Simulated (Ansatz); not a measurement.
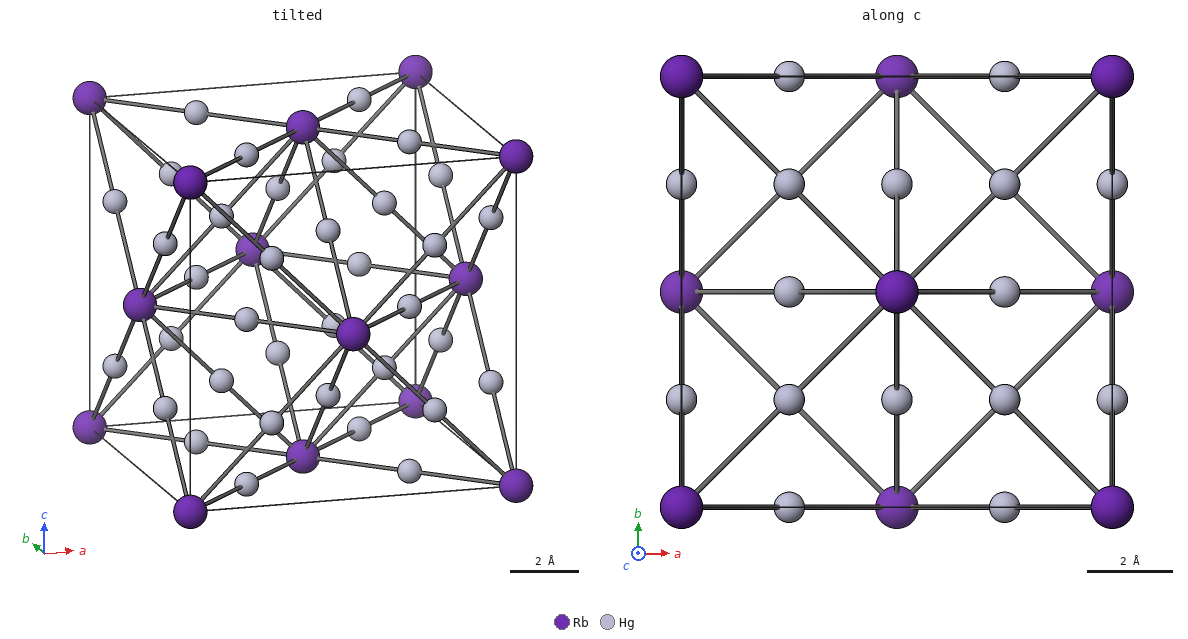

A ball-and-stick rendering, viewed slightly off an axis and along the c axis. One conventional unit cell is framed, with atoms on its boundary repeated.

RbHg6, space group Fm-3m (No. 225), a = 10.176 Å, b = 10.176 Å, c = 10.176 Å, α = 90.00°, β = 90.00°, γ = 90.00°. The model was built from a structure type filled with these elements by a generator (whether the compound takes this form wasn't checked). Earlier steps of the study may have refined or changed the cell and positions. A calculation with Ansatz used it as input.

This one geometry was computed with Ansatz (DFT, plane waves, PAW) at three levels of theory: PBE, PBEsol and r2SCAN.

Question: Which level gives the highest pressure at this volume, and what does that say about its equilibrium volume?

Answer: Highest: PBE (0.0 GPa), which points to the largest equilibrium volume. Lowest, with the smallest volume: PBEsol (-1.8 GPa). Levels within 0.5 GPa of each other can't be told apart.

Question: How does the band gap change with the level of theory?

Answer: All levels give a metal.

Question: Collect the results in a table.

Answer:
| level | cutoff (eV) | k-mesh of the run's cell | gap (eV) | pressure (GPa) |
| --- | --- | --- | --- | --- |
| PBE | 420 | 6×6×6 | metal | 0.0 |
| PBEsol | 420 | 6×6×6 | metal | -1.8 |
| r2SCAN | 500 | 6×6×6 | metal | -1.0 |

Gaps are taken on the k-mesh or band path of each run.
